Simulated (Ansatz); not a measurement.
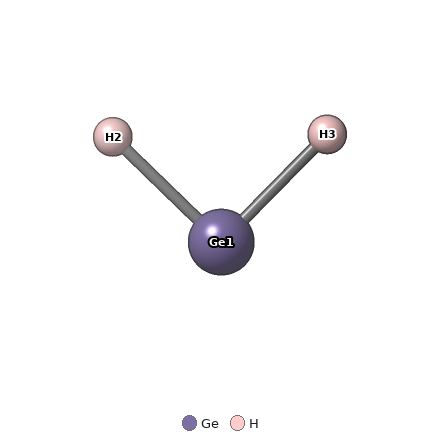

The system is GeH2; the picture shows the reference structure. Coordinates scanned: (1) bond length Ge1–H2; (2) angle H3–Ge1–H2. Nothing is relaxed (all other coordinates rigid). The grid has 15 × 15 points. Points are written as (first, second). Energies: kcal/mol, counted from the lowest grid point. These are results of RKS PBE0-D4/def2-TZVP (Ansatz), not measurements.

Its coordinates:

```xyz
3

Ge    0.0050   -0.0087   -0.7472
H     1.1308   -0.0187    0.3814
H    -1.1358    0.0273    0.3658
```

Range: bond length Ge1–H2 from 1.403 to 1.993 Å; angle H3–Ge1–H2 from 45.6 to 135.6°.

**What landscape does the calculation give?**

The lowest grid point is at (1.614 Å, 90.6°). No other kind of well shows on this grid. The highest grid point, (1.403 Å, 45.6°), lies 40.1 kcal/mol above the lowest. Round the minimum the two coordinates are nearly uncoupled.

| angle H3–Ge1–H2 ↓, bond length Ge1–H2 → | 1.403 | 1.445 | 1.487 | 1.529 | 1.571 | 1.614 | 1.656 | 1.698 | 1.740 | 1.782 | 1.824 | 1.866 | 1.909 | 1.951 | 1.993 |
| --- | --- | --- | --- | --- | --- | --- | --- | --- | --- | --- | --- | --- | --- | --- | --- |
| 135.6 | 32.9 | 29.9 | 27.8 | 26.6 | 26.0 | 26.0 | 26.4 | 27.2 | 28.3 | 29.7 | 31.2 | 32.8 | 34.6 | 36.5 | 38.4 |
| 129.2 | 26.5 | 23.4 | 21.3 | 20.0 | 19.4 | 19.4 | 19.9 | 20.7 | 21.9 | 23.3 | 24.9 | 26.6 | 28.5 | 30.5 | 32.5 |
| 122.8 | 20.9 | 17.7 | 15.6 | 14.3 | 13.7 | 13.7 | 14.2 | 15.1 | 16.3 | 17.7 | 19.4 | 21.2 | 23.2 | 25.2 | 27.4 |
| 116.4 | 16.1 | 13.0 | 10.8 | 9.5 | 8.9 | 8.9 | 9.4 | 10.3 | 11.6 | 13.1 | 14.8 | 16.7 | 18.7 | 20.8 | 23.1 |
| 109.9 | 12.3 | 9.1 | 7.0 | 5.7 | 5.1 | 5.1 | 5.6 | 6.5 | 7.8 | 9.3 | 11.1 | 13.0 | 15.1 | 17.3 | 19.6 |
| 103.5 | 9.7 | 6.4 | 4.2 | 2.9 | 2.3 | 2.3 | 2.8 | 3.8 | 5.1 | 6.6 | 8.4 | 10.3 | 12.5 | 14.7 | 17.0 |
| 97.1 | 8.1 | 4.8 | 2.6 | 1.2 | 0.6 | 0.6 | 1.1 | 2.0 | 3.3 | 4.9 | 6.7 | 8.6 | 10.8 | 13.0 | 15.4 |
| 90.6 | 7.6 | 4.3 | 2.1 | 0.7 | 0.0 | 0.0 | 0.5 | 1.4 | 2.7 | 4.2 | 6.0 | 7.9 | 10.1 | 12.3 | 14.6 |
| 84.2 | 8.4 | 5.1 | 2.8 | 1.3 | 0.7 | 0.6 | 1.0 | 1.9 | 3.1 | 4.6 | 6.4 | 8.3 | 10.4 | 12.6 | 14.9 |
| 77.8 | 10.5 | 7.1 | 4.8 | 3.3 | 2.5 | 2.4 | 2.8 | 3.6 | 4.8 | 6.2 | 7.9 | 9.8 | 11.8 | 14.0 | 16.2 |
| 71.4 | 14.0 | 10.5 | 8.1 | 6.5 | 5.7 | 5.5 | 5.8 | 6.5 | 7.6 | 9.0 | 10.6 | 12.4 | 14.3 | 16.4 | 18.6 |
| 64.9 | 18.8 | 15.3 | 12.7 | 11.1 | 10.2 | 9.9 | 10.1 | 10.7 | 11.7 | 13.0 | 14.5 | 16.1 | 18.0 | 20.0 | 22.0 |
| 58.5 | 24.9 | 21.2 | 18.6 | 16.9 | 15.8 | 15.4 | 15.5 | 16.0 | 16.9 | 18.0 | 19.4 | 20.9 | 22.7 | 24.5 | 26.4 |
| 52.1 | 32.1 | 28.3 | 25.5 | 23.6 | 22.4 | 21.9 | 21.8 | 22.2 | 22.9 | 23.9 | 25.1 | 26.5 | 28.1 | 29.8 | 31.6 |
| 45.6 | 40.1 | 36.1 | 33.2 | 31.1 | 29.7 | 28.9 | 28.7 | 28.9 | 29.4 | 30.2 | 31.3 | 32.5 | 34.0 | 35.5 | 37.1 |

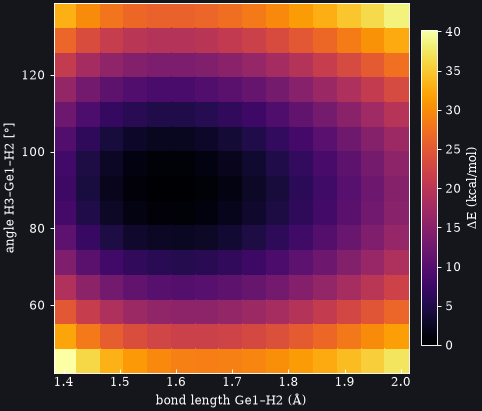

Drawn: one coloured cell a grid point.

The whole map (225 points run) took 4.7 min on 1 thread of AMD EPYC 7R43 64-Core Processor (Zen 3), with other jobs on the host.
